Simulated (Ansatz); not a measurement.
# InPH6 (SMILES [PH3+][InH3-]) at HF/def2-SVP (core potential)

What is the vertical ionisation energy of InPH6 at HF/def2-SVP (core potential)? 

The calculation is run with Ansatz 0.2.0.

50 further runs of the same task are left out: 3 that didn't finish, 47 set aside as unsound or not needed.

## 1. The structure to begin with

InPH6: 8 atoms, total charge 0, spin state singlet. As SMILES, `[PH3+][InH3-]`. Geometry: relaxed at PBE0-D4/def2-TZVP.

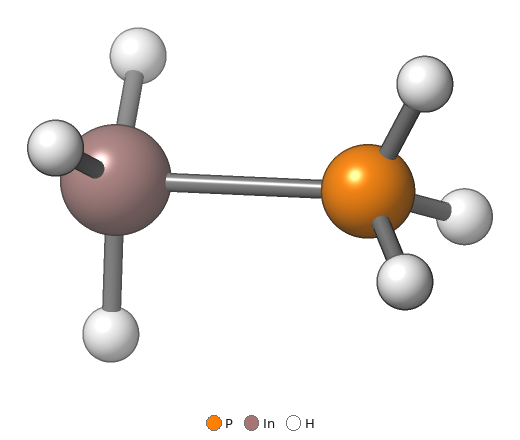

Viewed from a chosen angle; phosphorus orange, indium brown, hydrogen white.

## 2. The energy at HF/def2-SVP (core potential)

job.yaml reads:

```yaml
crystal:
  periodic: [false, false, false]
  atoms:
    - {symbol: P, position_ang: [-0.593300, 0.062600, -1.026600]}
    - {symbol: In, position_ang: [0.822000, -0.099900, 1.362800]}
    - {symbol: H, position_ang: [-1.997500, -0.077200, -1.021800]}
    - {symbol: H, position_ang: [-0.318900, -0.855700, -2.062100]}
    - {symbol: H, position_ang: [-0.526800, 1.240500, -1.800800]}
    - {symbol: H, position_ang: [0.023300, 1.240800, 2.111900]}
    - {symbol: H, position_ang: [2.376100, 0.140700, 0.638900]}
    - {symbol: H, position_ang: [0.307400, -1.708800, 1.741800]}
basis:
  gaussian:
    orbitals: def2-SVP
output: {orbitals: {seedname: orbitals}}
hamiltonian:
  xc: hf
accuracy: high
```

The run is started by

```
$ ansatz run job.yaml --threads 1 --pin off --max-ram 3480MiB --events-out events.jsonl --progress --plain --runs-dir runs
```

Output:

```text
Warning: RAYON_NUM_THREADS=1 ignored (pool sized by the plan → 1); use --threads N
Functional definition: HF
  name "HF"
  exchange = exact_x
  correlation = 0
1767 factors; integrals over basis functions are off by at most 4.0e-9 eV
mean field evaluation 1: about -14510.1887 eV, gradient 1.3e1 eV
mean field evaluation 2: about -14510.2462 eV, gradient 1.3e1 eV
mean field evaluation 4: about -14511.2579 eV, gradient 8.6e-1 eV
mean field evaluation 8: about -14511.2620 eV, gradient 6.2e-4 eV
mean field -14511.26196102 eV, -533.2790409807 hartree, gradient 2.1e-8 eV, S^2 0.000000; 0 other end points of the search recorded, 0 dependent functions left out
reference -14511.26196102 eV, -533.2790409807 hartree; 21, 21 occupied and 53, 53 virtual orbitals, 1767 factors
Total energy: -14511.26196102 eV, -533.2790409807 hartree
```

It took 1.7 s on 1 thread of Intel Xeon Platinum 8488C (Sapphire Rapids), shared host; peak memory 0.2 GiB.

## 3. The doublet cation at the same level

input.yaml reads:

```yaml
basis:
  gaussian:
    orbitals: def2-SVP
crystal:
  periodic: [false, false, false]
  atoms:
    - {symbol: P, position_ang: [-0.593300, 0.062600, -1.026600]}
    - {symbol: In, position_ang: [0.822000, -0.099900, 1.362800]}
    - {symbol: H, position_ang: [-1.997500, -0.077200, -1.021800]}
    - {symbol: H, position_ang: [-0.318900, -0.855700, -2.062100]}
    - {symbol: H, position_ang: [-0.526800, 1.240500, -1.800800]}
    - {symbol: H, position_ang: [0.023300, 1.240800, 2.111900]}
    - {symbol: H, position_ang: [2.376100, 0.140700, 0.638900]}
    - {symbol: H, position_ang: [0.307400, -1.708800, 1.741800]}
total_charge: 1
magnetization:
  spin_polarized: true
  initial_magnetization: 1
hamiltonian:
  xc: hf
accuracy: high
output:
  orbitals: {seedname: orbitals}
```

The run is started by

```
$ ansatz run input.yaml --threads 1 --pin off --max-ram 3480MiB --events-out events.jsonl --progress --plain --runs-dir runs
```

Output:

```text
Warning: RAYON_NUM_THREADS=1 ignored (pool sized by the plan → 1); use --threads N
Functional definition: HF
  name "HF"
  exchange = exact_x
  correlation = 0
1767 factors; integrals over basis functions are off by at most 4.0e-9 eV
mean field evaluation 1: about -14500.3197 eV, gradient 1.2e1 eV
mean field evaluation 2: about -14500.3336 eV, gradient 1.2e1 eV
mean field evaluation 4: about -14502.0019 eV, gradient 1.9e0 eV
mean field evaluation 8: about -14502.0891 eV, gradient 9.9e-2 eV
mean field evaluation 16: about -14502.0373 eV, gradient 1.8e0 eV
mean field evaluation 32: about -14501.9406 eV, gradient 1.9e0 eV
mean field evaluation 64: about -14502.0884 eV, gradient 4.4e-3 eV
mean field evaluation 96: about -14502.1034 eV, gradient 2.7e-8 eV
mean field evaluation 128: about -14502.0927 eV, gradient 4.0e-2 eV
mean field -14502.10438422 eV, -532.9425062408 hartree, gradient 2.1e-8 eV, S^2 0.773865; 2 other end points of the search recorded, 0 dependent functions left out
reference -14502.10438422 eV, -532.9425062408 hartree; 21, 20 occupied and 53, 54 virtual orbitals, 1767 factors
Total energy: -14502.10438422 eV, -532.9425062408 hartree
```

Run time: 6.9 s. Hardware: 1 thread of Intel Xeon Platinum 8488C (Sapphire Rapids), shared host; peak memory 0.26 GiB.

## 4. Results

At HF/def2-SVP (core potential):

| quantity | value |
| --- | --- |
| singlet InPH6: total energy | -533.27904 Eh |
| singlet InPH6: HOMO energy | -10.37 eV |
| singlet InPH6: LUMO energy | 2.32 eV |
| singlet InPH6: HOMO–LUMO gap | 12.69 eV |
| doublet cation: total energy | -532.94251 Eh |
| doublet cation: HOMO energy (highest over α and β) | -15.51 eV |
| doublet cation: LUMO energy (lowest over α and β) | -8.09 eV |
| doublet cation: ⟨S²⟩ | 0.774 |
| vertical ionisation energy (to the doublet cation) | 9.158 eV |

What this shows: Removing an electron at fixed nuclei costs 9.16 eV (211 kcal/mol). The negative HOMO energy of the first species, 10.37 eV, lies 1.22 eV above that difference.
